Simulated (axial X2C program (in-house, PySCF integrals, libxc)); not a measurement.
**SbNi: bond curves with and without spin–orbit coupling**

Aim: find the lowest determinant of SbNi, scan the bond at several levels and fit the constants, once spin-free and once with spin–orbit coupling.

The runs use an in-house X2C program for linear molecules on PySCF integrals; all-electron X2C, Sb dyall-cv3z, Ni dyall-cv3z.

All values are calculated.

## Step 1: Input

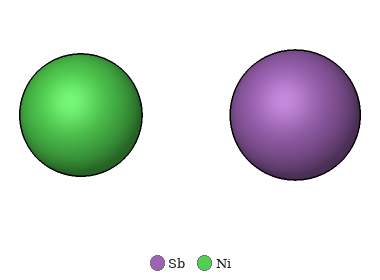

The two atoms at 2.500 Å (antimony purple, nickel green).

File task.json:

```json
{"zs": [51, 28], "q": 0, "bas": ["dyall-cv3z", "dyall-cv3z"], "levels": ["PBE0", "HF", "PBE50"], "cc": true, "r0": 2.5, "thr": -1.0, "nmax": 90, "npts": 10, "nst": 2, "ntry": 6}
```

Keys: zs atomic numbers; q charge; bas basis sets; levels methods (HF also brings MP2); cc coupled cluster on or off; r0 starting distance in Å; thr threshold in hartree for freezing inner shells (an s shell follows its p shell); nmax most natural virtual spinors; npts points asked for on the curve; nst determinants followed; ntry starts of the search.

Command:

```
$ python so2c.py task.json out
```

Spin-free means the one-electron spin-free X2C Hamiltonian; two-component (2c) means X2C with spin–orbit coupling and atomic mean-field two-electron Coulomb and Gaunt terms. Basis: Sb dyall-cv3z contracted to [11s12p8d4f1g], Ni dyall-cv3z contracted to [9s9p6d3f2g]; Gaussian nuclei, density fitting. Masses: Sb 120.904 u, Ni 57.935 u.

Notation: σ, π±, δ± give the projection m of an orbital's angular momentum (0, ±1, ±2), α and β its spin, Λ and M_S the sums; ω is the projection of a spinor's total angular momentum and Ω the sum. Logs are in hartree.

The results follow Hamiltonian by Hamiltonian and level by level.

## Step 2: State search with PBE0

PBE0 moves the distance from 2.500 Å to 2.394 Å and compares determinants there.

Spin-free determinants:

```tsv
ΔE (eV)	state	open shells
0.00	M_S = 3/2, Λ = 2	beyond closed shells: π+α, π-α, δ+α, δ+β, δ-α
0.22	M_S = 3/2, Λ = 1	beyond closed shells: 2 × π+α, π+β, 2 × π-α
0.74	M_S = 1/2, Λ = 2	beyond closed shells: π+β, π-α, δ+α, δ+β, δ-α
0.74	M_S = 1/2, Λ = 4	beyond closed shells: π+α, π+β, δ+α, δ+β, δ-α
0.77	M_S = 1/2, Λ = 2	beyond closed shells: π+α, π-β, δ+α, δ+β, δ-α
0.77	M_S = 1/2, Λ = 0	beyond closed shells: π+α, π+β, δ+α, δ-α, δ-β
1.63	M_S = 3/2, Λ = 3	beyond closed shells: σα, π+α, π+β, π-α, δ+α, δ+β, δ-α
```

Two-component determinants:

```
ΔE (eV)    state                                       open shells
   0.00  Ω = 7/2  excess of +ω over −ω: ω = -1/2, ω = 3/2, ω = 5/2
   0.13  Ω = 1/2                     excess of +ω over −ω: ω = 1/2
   0.24  Ω = 5/2       excess of +ω over −ω: ω = -1/2, 2 × ω = 3/2
   0.32  Ω = 1/2       excess of +ω over −ω: 2 × ω = -1/2, ω = 3/2
   0.40  Ω = 5/2                     excess of +ω over −ω: ω = 5/2
   0.91  Ω = 3/2                     excess of +ω over −ω: ω = 3/2
```

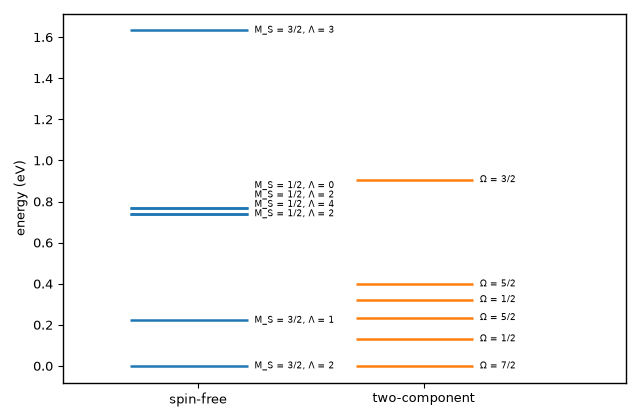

The determinants found, each set from its own lowest.

## Step 3: PBE0, spin-free

State followed: M_S = 3/2, Λ = 2 (beyond closed shells: π+α, π-α, δ+α, δ+β, δ-α). The scan is laid around 2.394 Å, a first estimate of the minimum, and this SCF restarts from the orbitals of the search.

Output at 2.394 Å:

```text
spin-free X2C-1e  PBE0
basis functions 229  fitting functions 1248  grid points 5800
iter        total energy     max residual
   1      -8000.902142783     6.23e-05
   2      -8000.902142854     4.33e-05
   3      -8000.902142882     2.23e-05
   4      -8000.902142887     1.44e-05
converged
one-electron -11645.01544513  Coulomb 3564.00777445  exact exchange -57.92985543  xc functional -177.61418118  nuclear repulsion 315.64956441
```

Along the bond, energies from the lowest point:

```csv
R (Å),E (eV),μ (D),HOMO (eV),LUMO (eV),iterations
2.179,0.2768,2.32,-5.87,-2.75,24
2.250,0.1067,2.33,-5.87,-2.72,20
2.322,0.0218,2.34,-5.87,-2.69,17
2.394,0.0000,2.33,-5.87,-2.67,4
2.478,0.0324,2.31,-5.89,-2.65,19
2.562,0.1088,2.29,-5.90,-2.62,17
2.669,0.2489,2.25,-5.88,-2.60,17
```

Dipoles are positive if Ni is the positive end.

Outer orbitals at the reference distance:

| symmetry | occupied | ε (eV) | atomic character |
| --- | --- | --- | --- |
| σα | yes | -14.69 | 76% Sb s, 10% Ni p, 8% Ni s |
| σβ | yes | -13.10 | 74% Sb s, 10% Ni p, 9% Ni s |
| δ+α | yes | -9.22 | 100% Ni d |
| δ-α | yes | -9.22 | 100% Ni d |
| π+α | yes | -8.44 | 93% Ni d, 6% Sb p |
| π-α | yes | -8.44 | 93% Ni d, 6% Sb p |
| σα | yes | -8.16 | 82% Ni d, 13% Sb p, 3% Sb s |
| δ+β | yes | -7.68 | 100% Ni d |
| π+β | yes | -7.33 | 95% Ni d, 4% Sb p |
| σβ | yes | -7.22 | 70% Ni d, 22% Sb p, 5% Sb s |
| π-β | yes | -7.08 | 94% Ni d, 4% Sb p |
| σα | yes | -6.62 | 50% Sb p, 34% Ni s, 12% Ni d |
| σβ | yes | -6.07 | 39% Sb p, 37% Ni s, 21% Ni d |
| π-α | yes | -5.87 | 83% Sb p, 9% Ni d, 8% Ni p |
| π+α | yes | -5.87 | 83% Sb p, 9% Ni d, 8% Ni p |
| π+β | no | -2.67 | 76% Sb p, 18% Ni p, 6% Ni d |
| π-β | no | -2.65 | 76% Sb p, 18% Ni p, 6% Ni d |
| σα | no | -2.23 | 38% Ni s, 37% Ni p, 18% Sb p |
| σβ | no | -1.96 | 40% Ni p, 34% Ni s, 19% Sb p |

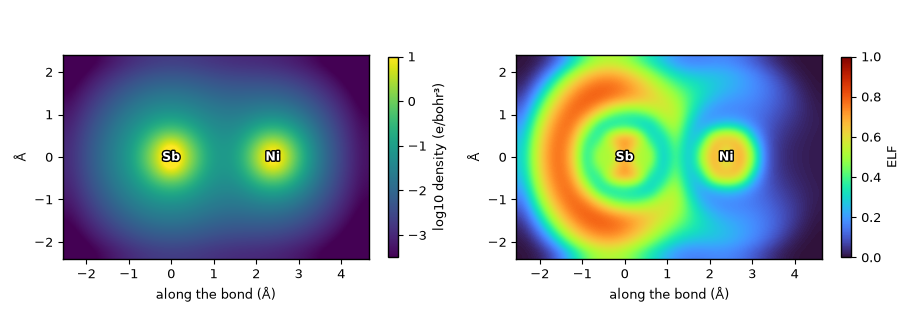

PBE0 fields in a plane through the axis, from a grid of 0.3 Å; Sb lies at z = 0 and Ni at z = 2.394 Å; the ELF is damped to zero where the density is low.

Re = 2.388 Å, ωe = 252.6 cm⁻¹, ωexe = 0.773 cm⁻¹, Be = 0.07547 cm⁻¹, De = 1.83 eV, μ = 2.33 D.

## Step 4: HF, spin-free

The SCF at the reference distance of 2.394 Å:

```text
spin-free X2C-1e  HF
basis functions 229  fitting functions 1248  grid points 5800
iter        total energy     max residual
   1      -7997.077528001     3.37e-01
   2      -7997.120202405     2.75e-02
   3      -7997.121544114     9.43e-02
   4      -7997.128121479     1.18e-02
   5      -7997.128510090     1.79e-03
   6      -7997.128669719     3.22e-03
   7      -7997.128687404     8.25e-04
   8      -7997.128691912     1.80e-04
   9      -7997.128692665     1.87e-04
  10      -7997.128693120     7.48e-05
  11      -7997.128693344     4.40e-05
  12      -7997.128693460     5.02e-05
  13      -7997.128693502     1.94e-05
  14      -7997.128693512     6.98e-06
  15      -7997.128693514     4.83e-06
  16      -7997.128693514     2.45e-06
converged
one-electron -11646.46103576  Coulomb 3565.67629691  exact exchange -231.99351908  xc functional 0.00000000  nuclear repulsion 315.64956441
```

No constants are quoted: too few points lie around the minimum for a second fit to confirm the first.

## Step 5: PBE50, spin-free

Output at 2.394 Å:

```text
spin-free X2C-1e  PBE50
basis functions 229  fitting functions 1248  grid points 5800
iter        total energy     max residual
   1      -8000.960094060     1.16e-01
   2      -8000.964204255     2.23e-02
   3      -8000.964710546     6.27e-02
   4      -8000.967279980     1.32e-03
   5      -8000.967322824     1.01e-03
   6      -8000.967343465     5.00e-04
   7      -8000.967346251     1.61e-04
   8      -8000.967346533     5.40e-05
   9      -8000.967346596     4.29e-05
  10      -8000.967346616     1.56e-05
  11      -8000.967346621     7.89e-06
converged
one-electron -11646.47896644  Coulomb 3565.57382613  exact exchange -115.92675755  xc functional -119.78501318  nuclear repulsion 315.64956441
```

Re = 2.406 Å, ωe = 243.1 cm⁻¹, ωexe = 0.689 cm⁻¹, Be = 0.07433 cm⁻¹, De = 1.62 eV, μ = 3.10 D.

## Step 6: MP2, spin-free

Correlated methods: 15 electrons correlated (frozen shells, counted by type: Sb 4 s, 3 p, 2 d; Ni 3 s, 2 p), 309 virtual spinors in MP2.

Output of the correlated part at 2.394 Å:

```text
correlated 15  virtual 309  natural virtual 90  E(MP2) -0.527795863  MP2 remainder -0.053848771
iter   CCSD correlation   residual
   1     -0.411559041   2.46e-01
   2     -0.436439083   1.56e-01
   3     -0.441761694   4.76e-02
   4     -0.442488116   2.91e-02
   5     -0.442965080   1.64e-02
   6     -0.443507425   1.03e-02
   7     -0.443564145   4.84e-03
   8     -0.443480261   2.10e-03
   9     -0.443586417   1.10e-03
  10     -0.443539890   5.58e-04
  11     -0.443556669   3.50e-04
  12     -0.443559577   2.10e-04
  13     -0.443555521   1.30e-04
  14     -0.443555208   7.97e-05
  15     -0.443554874   4.97e-05
  16     -0.443553828   3.30e-05
  17     -0.443553355   1.63e-05
  18     -0.443553282   9.47e-06
  19     -0.443553154   6.24e-06
  20     -0.443553218   3.88e-06
  21     -0.443553211   2.33e-06
(T) -0.022125174  T1 0.0570  D1 0.1173  max T2 0.077
```

T1 in the output is the amplitude norm over the root of the electron number; divide by √2 for the Lee–Taylor value.

Coupled cluster ran at too few distances for a curve.

MP2: Re = 2.367 Å, ωe = 261.6 cm⁻¹, Be = 0.07682 cm⁻¹, De = 1.75 eV.

## Step 7: A higher determinant, spin-free

State: M_S = 3/2, Λ = 1 (beyond closed shells: 2 × π+α, π+β, 2 × π-α).

Output at the reference distance:

```text
spin-free X2C-1e  PBE0
basis functions 229  fitting functions 1248  grid points 5800
iter        total energy     max residual
   1      -8000.893988780     8.58e-05
   2      -8000.893988878     4.71e-05
   3      -8000.893988903     2.43e-05
   4      -8000.893988906     3.00e-05
   5      -8000.893988917     5.36e-06
   6      -8000.893988918     3.39e-06
converged
one-electron -11645.37779225  Coulomb 3564.40665472  exact exchange -57.93714276  xc functional -177.63527304  nuclear repulsion 315.64956441
```

```csv
R (Å),E above the lowest PBE0 point (eV)
2.179,0.718
2.250,0.464
2.322,0.307
2.394,0.222
2.478,0.192
2.562,0.216
2.669,0.301
```

No constants are quoted: too few points lie around the minimum for a second fit to confirm the first.

## Step 8: The spin-free curves together

Energy (eV) of the followed determinant, spin-free, from each level's lowest point:

```csv
R (Å),PBE0,HF,MP2,PBE50
2.179,0.277,0.641,0.230,0.308
2.250,0.107,0.372,0.076,0.129
2.322,0.022,0.192,0.007,0.033
2.394,0.000,0.079,0.000,0.000
2.478,0.032,0.013,0.048,0.019
2.562,0.109,0.000,0.139,0.083
2.669,0.249,0.037,0.298,0.209
```

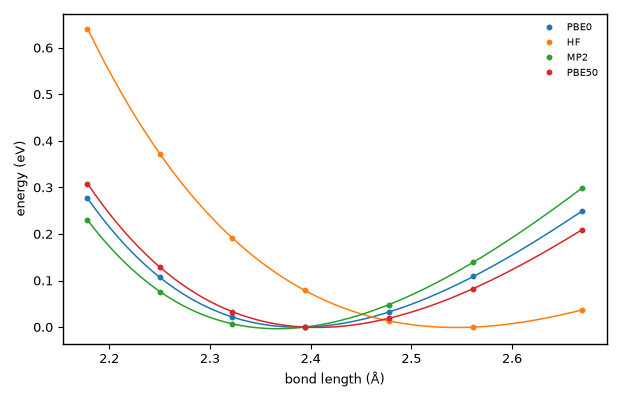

Curves of the followed state, spin-free, each from its own lowest point.

## Step 9: PBE0, 2c

State followed: Ω = 7/2 (excess of +ω over −ω: ω = -1/2, ω = 3/2, ω = 5/2). The scan is laid around 2.394 Å, a first estimate of the minimum, and this SCF restarts from the orbitals of the search.

Output at 2.394 Å:

```text
two-component X2C + atomic mean field  PBE0
basis functions 229  fitting functions 1248  grid points 5800
iter        total energy     max residual
   1      -7997.750007766     3.42e-05
   2      -7997.750007767     5.68e-06
converged
one-electron -11636.07239465  Coulomb 3562.32254560  exact exchange -57.89943791  xc functional -177.52531833  nuclear repulsion 315.64956441  atomic mean-field constant -4.22496689
```

Along the bond, energies from the lowest point:

```
R (Å)  E (eV)  μ (D)  HOMO (eV)  LUMO (eV)  iterations
2.179  0.2795   2.30      -5.68      -2.90          24
2.250  0.1086   2.32      -5.67      -2.87          20
2.322  0.0228   2.32      -5.67      -2.85          18
2.394  0.0000   2.32      -5.68      -2.84           2
2.478  0.0312   2.30      -5.69      -2.82          19
2.562  0.1063   2.28      -5.70      -2.81          17
2.669  0.2446   2.24      -5.72      -2.80          19
```

Dipoles are positive if Ni is the positive end.

Outer spinors at the reference distance:

| ω | occupied | ε (eV) | atomic character | λ mixture |
| --- | --- | --- | --- | --- |
| 5/2 | yes | -35.24 | 100% Sb d | 100% δ |
| 3/2 | yes | -35.09 | 100% Sb d | 76% π, 24% δ |
| 1/2 | yes | -35.06 | 100% Sb d | 55% σ, 45% π |
| -1/2 | yes | -35.06 | 100% Sb d | 64% σ, 36% π |
| -3/2 | yes | -35.03 | 100% Sb d | 85% π, 15% δ |
| -5/2 | yes | -34.99 | 100% Sb d | 100% δ |
| 1/2 | yes | -14.68 | 76% Sb s, 10% Ni p, 8% Ni s | 100% σ |
| -1/2 | yes | -13.10 | 74% Sb s, 10% Ni p, 9% Ni s | 100% σ |
| -3/2 | yes | -9.31 | 100% Ni d | 100% δ |
| 5/2 | yes | -9.14 | 100% Ni d | 100% δ |
| -1/2 | yes | -8.50 | 92% Ni d, 7% Sb p | 100% π |
| 3/2 | yes | -8.40 | 94% Ni d, 5% Sb p | 98% π, 2% δ |
| 1/2 | yes | -8.18 | 82% Ni d, 13% Sb p, 3% Sb s | 99% σ, 1% π |
| 3/2 | yes | -7.76 | 100% Ni d | 98% δ, 2% π |
| 1/2 | yes | -7.36 | 92% Ni d, 6% Sb p | 98% π, 2% σ |
| -1/2 | yes | -7.26 | 67% Ni d, 24% Sb p, 5% Sb s | 98% σ, 2% π |
| -3/2 | yes | -7.05 | 94% Ni d, 4% Sb p | 100% π |
| 1/2 | yes | -6.63 | 49% Sb p, 34% Ni s, 14% Ni d | 98% σ, 2% π |
| -1/2 | yes | -6.19 | 54% Sb p, 24% Ni d, 18% Ni s | 56% σ, 44% π |
| -1/2 | yes | -5.91 | 65% Sb p, 19% Ni s, 9% Ni d | 54% π, 46% σ |
| 3/2 | yes | -5.68 | 83% Sb p, 9% Ni p, 8% Ni d | 100% π |
| 1/2 | no | -2.84 | 74% Sb p, 17% Ni p, 6% Ni d | 95% π, 5% σ |
| -3/2 | no | -2.51 | 75% Sb p, 19% Ni p, 6% Ni d | 100% π |
| 1/2 | no | -2.19 | 37% Ni p, 36% Ni s, 20% Sb p | 96% σ, 4% π |
| -1/2 | no | -1.96 | 40% Ni p, 33% Ni s, 19% Sb p | 100% σ |

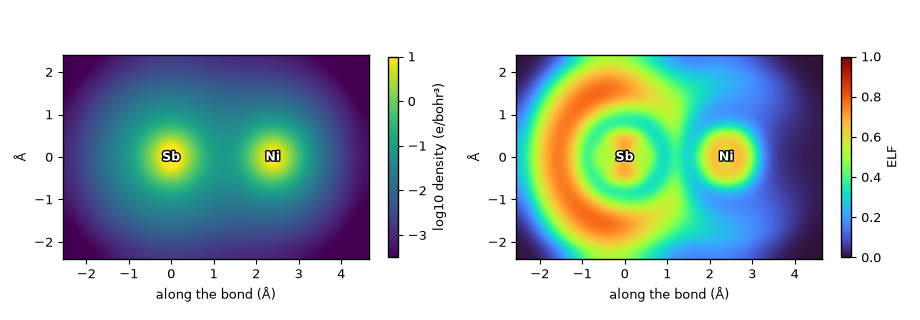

PBE0 fields in a plane through the axis, from a grid of 0.3 Å; Sb lies at z = 0 and Ni at z = 2.394 Å; the ELF is damped to zero where the density is low.

Re = 2.390 Å, ωe = 251.6 cm⁻¹, ωexe = 0.78 cm⁻¹, Be = 0.07537 cm⁻¹, De = 1.85 eV, μ = 2.32 D.

## Step 10: HF, 2c

The SCF at the reference distance of 2.394 Å:

```text
two-component X2C + atomic mean field  HF
basis functions 229  fitting functions 1248  grid points 5800
iter        total energy     max residual
   1      -7993.923003174     3.87e-01
   2      -7993.965757942     2.77e-02
   3      -7993.967159007     1.08e-01
   4      -7993.973740453     1.37e-02
   5      -7993.974151961     2.01e-03
   6      -7993.974334515     4.06e-03
   7      -7993.974359751     1.20e-03
   8      -7993.974370023     4.47e-04
   9      -7993.974373789     6.26e-04
  10      -7993.974376238     2.69e-04
  11      -7993.974377067     6.41e-05
  12      -7993.974377312     7.48e-05
  13      -7993.974377376     3.99e-05
  14      -7993.974377394     1.10e-05
  15      -7993.974377399     9.33e-06
  16      -7993.974377401     6.30e-06
  17      -7993.974377402     2.00e-06
converged
one-electron -11637.52028765  Coulomb 3563.99347273  exact exchange -231.87216001  xc functional 0.00000000  nuclear repulsion 315.64956441  atomic mean-field constant -4.22496689
```

No constants are quoted: too few points lie around the minimum for a second fit to confirm the first.

## Step 11: PBE50, 2c

Output at 2.394 Å:

```text
two-component X2C + atomic mean field  PBE50
basis functions 229  fitting functions 1248  grid points 5800
iter        total energy     max residual
   1      -7997.807090575     1.33e-01
   2      -7997.811223975     2.21e-02
   3      -7997.811743691     7.17e-02
   4      -7997.814309566     1.49e-03
   5      -7997.814355194     1.01e-03
   6      -7997.814377221     5.64e-04
   7      -7997.814380414     1.83e-04
   8      -7997.814380754     6.93e-05
   9      -7997.814380843     5.78e-05
  10      -7997.814380868     1.61e-05
  11      -7997.814380875     1.02e-05
converged
one-electron -11637.54010896  Coulomb 3563.89294158  exact exchange -115.86606970  xc functional -119.72574131  nuclear repulsion 315.64956441  atomic mean-field constant -4.22496689
```

Re = 2.408 Å, ωe = 242.2 cm⁻¹, ωexe = 0.7 cm⁻¹, Be = 0.07424 cm⁻¹, De = 1.64 eV, μ = 3.10 D.

## Step 12: MP2, 2c

Correlated methods: 15 electrons correlated (frozen shells, counted by type: Sb 4 s, 3 p, 2 d; Ni 3 s, 2 p), 309 virtual spinors in MP2.

MP2: Re = 2.369 Å, ωe = 260.7 cm⁻¹, Be = 0.07666 cm⁻¹, De = 1.75 eV.

## Step 13: A higher determinant, 2c

State: Ω = 1/2 (excess of +ω over −ω: ω = 1/2).

Output at the reference distance:

```text
two-component X2C + atomic mean field  PBE0
basis functions 229  fitting functions 1248  grid points 5800
iter        total energy     max residual
   1      -7997.745160113     2.15e-05
   2      -7997.745160116     7.30e-06
converged
one-electron -11636.10034099  Coulomb 3562.35331533  exact exchange -57.89881440  xc functional -177.52391758  nuclear repulsion 315.64956441  atomic mean-field constant -4.22496689
```

```csv
R (Å),E above the lowest PBE0 point (eV)
2.179,0.411
2.250,0.241
2.322,0.155
2.394,0.132
2.478,0.162
2.562,0.235
2.669,0.235
```

No constants are quoted: the points don't follow one smooth fit.

## Step 14: The 2c curves together

Energy (eV) of the followed determinant, 2c, from each level's lowest point:

| R (Å) | PBE0 | HF | MP2 | PBE50 |
| --- | --- | --- | --- | --- |
| 2.179 | 0.280 | 0.642 | 0.236 | 0.310 |
| 2.250 | 0.109 | 0.373 | 0.080 | 0.130 |
| 2.322 | 0.023 | 0.193 | 0.009 | 0.034 |
| 2.394 | 0.000 | 0.080 | 0.000 | 0.000 |
| 2.478 | 0.031 | 0.014 | 0.046 | 0.018 |
| 2.562 | 0.106 | 0.000 | 0.136 | 0.081 |
| 2.669 | 0.245 | 0.035 | 0.293 | 0.205 |

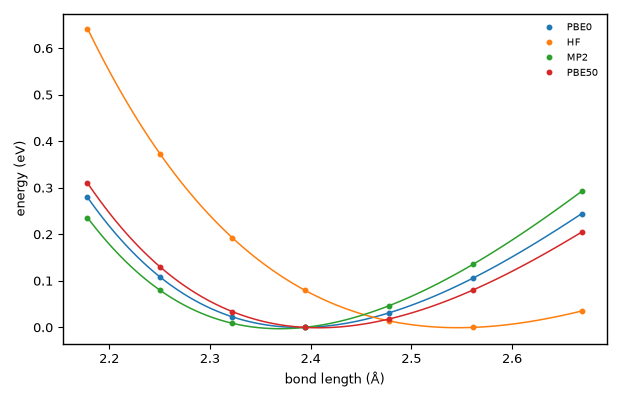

Curves of the followed state, 2c, each from its own lowest point.

The whole job took 4.6 min on 1 thread of Arm Neoverse V1, shared host; peak memory 1 GiB.

## Step 15: Results

Lowest determinant that the search found at its distance, spin-free: M_S = 3/2, Λ = 2 (beyond closed shells: π+α, π-α, δ+α, δ+β, δ-α).

Lowest determinant that the search found at its distance, 2c: Ω = 7/2 (excess of +ω over −ω: ω = -1/2, ω = 3/2, ω = 5/2).

```csv
Hamiltonian,level,Re (Å),ωe (cm⁻¹),De (eV),μ (D)
spin-free,PBE0,2.388,252.6,1.83,2.33
spin-free,MP2,2.367,261.6,1.75,n/a
spin-free,PBE50,2.406,243.1,1.62,3.10
2c,PBE0,2.390,251.6,1.85,2.32
2c,MP2,2.369,260.7,1.75,n/a
2c,PBE50,2.408,242.2,1.64,3.10
```

Dipoles are positive if Ni is the positive end. No constants: spin-free HF (too few points lie around the minimum for a second fit to confirm the first); 2c HF (too few points lie around the minimum for a second fit to confirm the first).

Time per point (s) on 1 thread of Arm Neoverse V1, shared host (2c runs); the times are rough: PBE0 2.1, MP2 2.2, PBE50 2.

**Reading.** At MP2, going from spin-free to two-component changes Re by +2 mÅ, ωe by -0.4 %; the spin-free picture holds up (part of it comes from the scalar share of the two-electron terms). It costs about 1.6 times the time. De moves by 0.00 eV; both De rest on single-determinant atoms, which can miss part of an open shell's spin–orbit lowering.

De refers to Sb + Ni, each in the lowest determinant found, which need not be this curve's own limit. Each curve is one determinant whose occupation by symmetry is held fixed; it was picked as the lowest of a PBE0 search that is not exhaustive. Dissociation energies refer to the lowest single-determinant-based atoms at the same level and basis. Density functionals use the spin component along the axis (collinear). With several unpaired electrons one determinant need not be a pure state. With the outer-core shells frozen, correlated bond lengths of heavy atoms tend to come out a few hundredths of an ångström too long.
